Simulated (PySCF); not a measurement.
# C₃H₈GeO₂Si: what the fields show

```xyz
15

C    -2.8535    0.3946   -0.2515
O    -2.0920   -0.3299    0.6680
Si   -0.7737   -1.2359    0.4654
O    -1.0481   -2.2793   -0.7592
C     0.7535   -0.2487    0.0493
C     1.7485    0.3900   -0.2131
Ge    3.3126    1.3785   -0.6037
H    -3.8060    0.6391    0.2218
H    -3.0389   -0.1907   -1.1542
H    -2.3403    1.3198   -0.5264
H    -0.6716   -1.8668    1.7690
H    -0.3701   -2.8695   -1.0722
H     4.4333    0.8773    0.2440
H     3.6642    1.2056   -2.0442
H     3.0777    2.8241   -0.3206
```

Geometry: GFN2-xTB.

Theory: wB97X-D/def2-SVPD, SCF density, gas phase (PySCF 2.14.0).

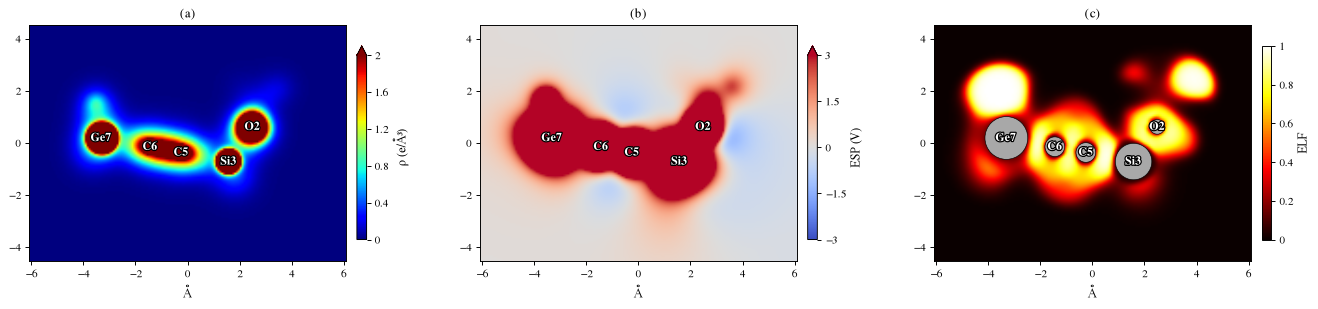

Figure 1. (a) electron density; (b) electrostatic potential; (c) electron localisation function on the plane of atoms O2, Si3 and C5. Grey discs cover the atomic cores in the ELF map.

**What does the map show?**

- The section cuts through O, Si, C and Ge sites.
- C–C (1.21 Å): ρ is about 2.7 e/Å³ halfway; the ELF peaks at about 0.85 between the atoms: a short, multiple covalent bond.
- Si–O (1.61 Å): ρ at the midpoint is about 1.2 e/Å³; the ELF peaks at about 0.85 between the atoms; a short, strongly polar bond.
- C–Si (1.87 Å): the density is about 0.93 e/Å³ at the midpoint; the ELF peaks at about 1 between the atoms (localised, covalent bonding).
- C–Ge (1.89 Å): ρ is about 0.92 e/Å³ halfway; the ELF peaks at about 0.95 in the valence shell of C, 0.7 Å from its nucleus, and is about 0.65 at the midpoint.
- The ELF also peaks beside O2, away from the bonds: lone-pair regions.
- Outside the dense part of the molecule the potential is most negative (−1.2 V) near O2.

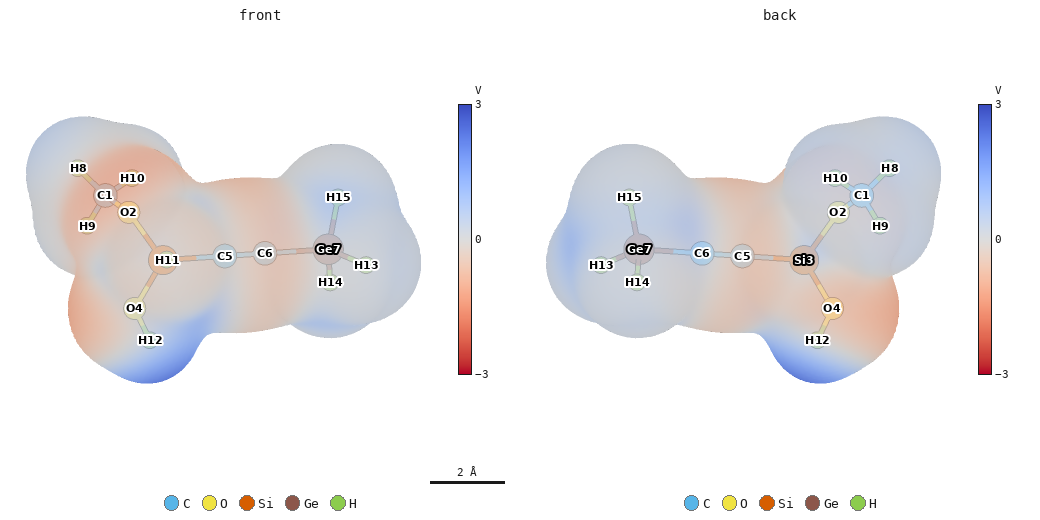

Figure 2. The electrostatic potential painted on the density surface at 0.001 e/bohr³, seen from the front and from behind; the colour scale runs from red (negative) to blue (positive).

**Describe the electrostatic potential map.**

The most negative region (about −1.1 V) lies over O2 and O4, the most positive (about +2.1 V) over H12.

**What dipole moment does the calculation give?**

Its dipole moment is 1.73 D.
